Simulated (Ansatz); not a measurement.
A series of calculations on BH₄SOF

## 1. Relaxation

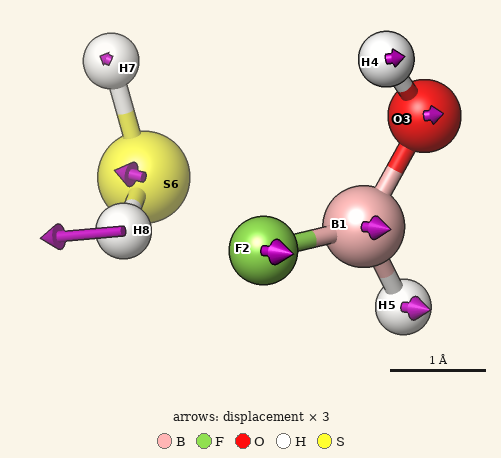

A relaxation of BH4SOF. The starting structure is drawn; purple arrows show the displacements, magnified 3 times. The two geometries are superimposed by the best rigid fit.

The picture is a ball-and-stick view, seen from a free direction.

The run prepares an end point of a later path (reaction) calculation, from a guessed geometry.

All numbers below come from Ansatz 0.2.0, RKS BHLYP-D4/def2-SVP. Set-up: no spin polarisation; force threshold 0.03 eV/Å; at most 50 steps.

Q: Which element moves most?

A: Hydrogen: up to 0.35 Å, against 0.14 Å for fluorine.

Q: What did the optimiser do to the structure, and how much energy did it gain?

A: Over 7 geometry steps the energy falls by 0.063 eV. The largest force component goes from 0.89 to 0.015 eV/Å. The largest move after the best rigid fit is that of H8, 0.35 Å. By element the largest moves are H 0.35 Å, F 0.14 Å, S 0.13 Å, B 0.12 Å, O 0.07 Å. Among the contacts that change: S6–H8 1.372 → 1.341 Å. The run took 22 s on 1 thread of Arm Neoverse V2, on a shared host, peak memory 0.16 GiB.

## 2. Relaxation

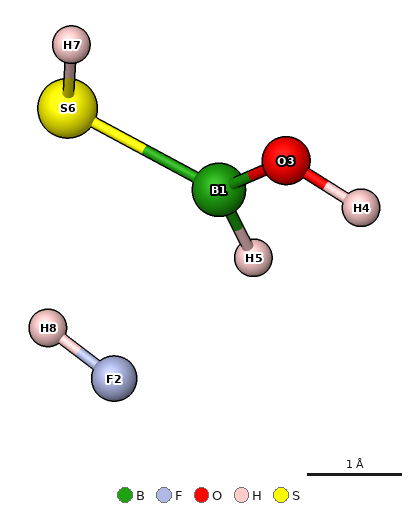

This is the input geometry for a relaxation of BH₄SOF. A ball-and-stick model, seen face on.

The run prepares an end point of a later path (reaction) calculation, from a guessed geometry.

Theory: RKS BHLYP-D4/def2-SVP in Ansatz.

Input
```yaml
crystal:
  periodic: [false, false, false]
  atoms:
    - { symbol: B, position_ang: [0.10375, 0.555726, -0.171432] }
    - { symbol: F, position_ang: [-0.226716, -0.582685, 2.059652] }
    - { symbol: O, position_ang: [1.340526, 0.09749, -0.389815] }
    - { symbol: H, position_ang: [1.359509, -0.786433, -0.748897] }
    - { symbol: H, position_ang: [-0.891952, -0.005478, -0.516249] }
    - { symbol: S, position_ang: [-0.087895, 2.254461, 0.576559] }
    - { symbol: H, position_ang: [1.227066, 2.465584, 0.751875] }
    - { symbol: H, position_ang: [-0.313489, 0.306834, 2.275407] }
basis:
  gaussian: { orbitals: def2-SVP }
hamiltonian:
  xc: { name: BHLYP }
  dispersion: d4
relax:
  f_tol: 0.03
  max_steps: 50
```

Launched with:
```bash
ansatz run input.yaml --threads 1 --pin off --max-ram 2048MiB --backend cpu --events-out ev --progress --plain --runs-dir out
```

### Predict the outcome.

After 9 accepted moves (11 points after the start) the energy has fallen by 1.67 kcal/mol. The largest force component goes from 0.82 to 0.027 eV/Å. The line search rejected the trial steps at points 1, 4 of the run. F2 moves most after the best rigid fit: 0.36 Å. By element the largest moves are F 0.36 Å, H 0.19 Å, S 0.15 Å, O 0.10 Å, B 0.09 Å. Near-neighbour distances that change, for instance: B1–S6 1.866 → 1.821 Å. The run took 33 s on 1 thread of Arm Neoverse V2 (shared host), peak memory 0.16 GiB.

Final geometry:

```xyz
8

B     0.1273    0.5461   -0.2531
F    -0.2869   -0.4887    2.3985
O     1.3658    0.1022   -0.4885
H     1.4009   -0.7440   -0.9285
H    -0.8649   -0.0133   -0.6162
S    -0.1033    2.1160    0.6402
H     1.1985    2.3698    0.8513
H    -0.3266    0.4174    2.2334
```

After the run, drawn alike:

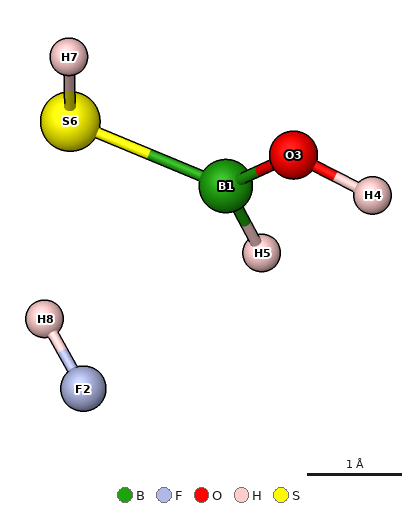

Limits of the set-up: the start holds two separate molecules, 2.5 Å apart at their closest, whose relative position is a soft coordinate.

## 3. Path

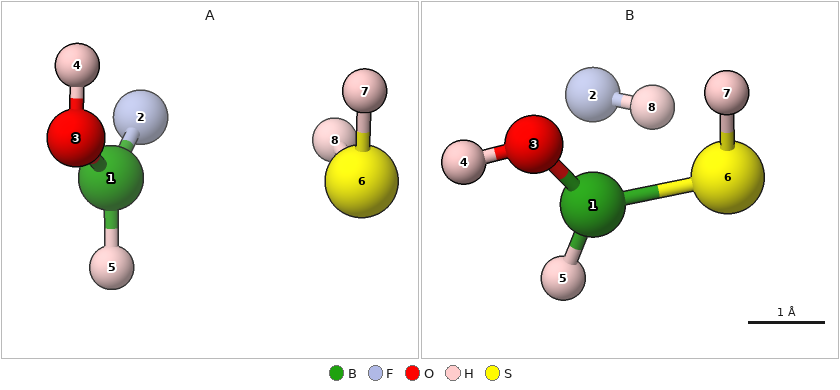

The two relaxed end points of a path for BH$_{4}$SOF, made up at the start of BH$_{2}$OF and H2S. Style: ball-and-stick. Shown from a free direction.

All numbers below come from Ansatz, RKS BHLYP-D4/def2-SVP.

Set-up: 5 movable images; climbing image; force threshold 0.05 eV/Å; iteration limit 60.

Start:
```xyz
8

B    -0.0840   -0.3816   -0.2351
F    -0.1213   -0.7661    1.0375
O     1.0739   -0.4163   -0.8983
H     1.8151   -0.7030   -0.3667
H    -1.0901   -0.0652   -0.7881
S    -0.0233    2.5706    1.3188
H     1.2805    2.5019    1.6218
H    -0.3399    1.5654    2.1472
```

End:
```xyz
8

B     0.2093    0.5901   -0.2675
F    -0.5712   -0.5083    2.2738
O     1.4270    0.0535   -0.3921
H     1.4426   -0.7751   -0.8655
H    -0.7788    0.1302   -0.7590
S     0.0079    2.1380    0.6701
H     1.2950    2.2735    1.0288
H    -0.5209    0.4037    2.1486
```

> What barrier does the band find between them, and by what path?

Forward barrier 1.74 eV, backward barrier 0.87 eV, with image 4 at the top; the reaction energy is +0.87 eV. Breaking: B1–F2 (1.33 → 1.61 at the top → 2.88 Å), S6–H8 (1.34 → 1.62 at the top → 2.34 Å). Forming: B1–S6 (3.34 → 2.03 at the top → 1.82 Å), F2–H8 (2.59 → 1.16 at the top → 0.92 Å). The band converged in 27 iterations, with a climbing image at the top.

Energies of the converged images:

| image | path (Å) | E (eV) |
| --- | --- | --- |
| 0 | 0.00 | 0.000 |
| 1 | 1.28 | 0.024 |
| 2 | 2.56 | 0.020 |
| 3 | 3.84 | 0.023 |
| 4 | 5.11 | 1.740 |
| 5 | 5.73 | 1.062 |
| 6 | 6.34 | 0.866 |

The geometry at the top of the path:

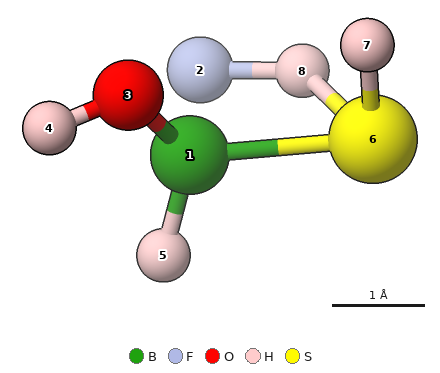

Limits of the set-up: the start holds two separate molecules, 2.6 Å apart at their closest, whose relative position is a soft coordinate.

The run took 5.2 min on 1 thread of Arm Neoverse V2 (shared host), peak memory 0.15 GiB.
